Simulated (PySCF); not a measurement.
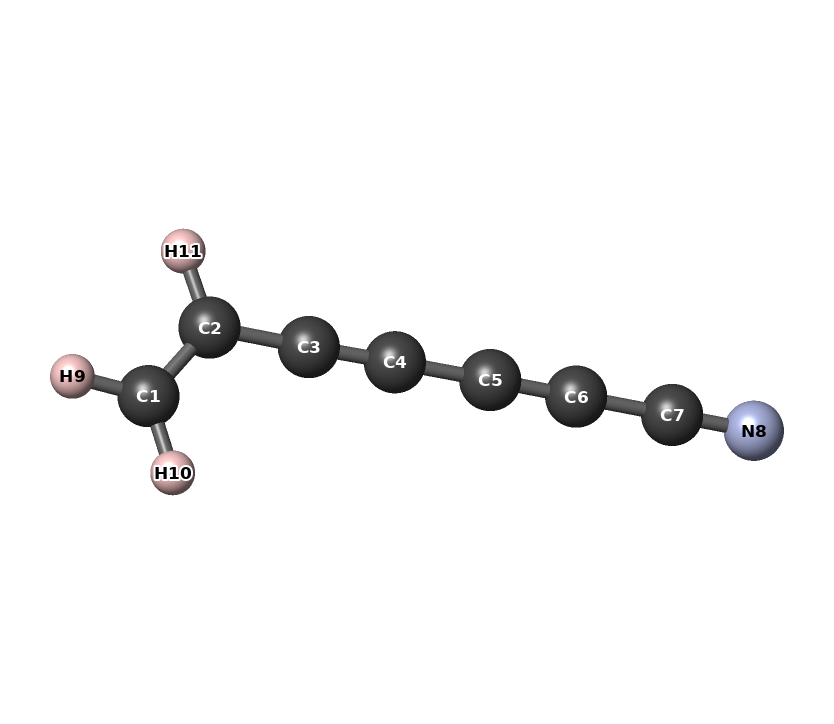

Computed geometry: PBE0-D3(BJ)/def2-SVP optimisation. No frequency run is at hand to confirm it as a minimum. Electric field gradients from the ground-state density, B97-2/pcJ-1 (PySCF 2.14.0), non-relativistic apart from any core potentials.

Give the largest field-gradient component, the quadrupole coupling constant and the asymmetry for 14N at N8 (Q = 20.44 mb), 2H at H9 (Q = 2.86 mb), 2H at H10 (Q = 2.86 mb).

```csv
atom,V_zz (a.u.),e²qQ/h (MHz),η
N8,−0.893,−4.29,0.01
H9,0.294,0.198,0.05
H10,0.292,0.196,0.05
```
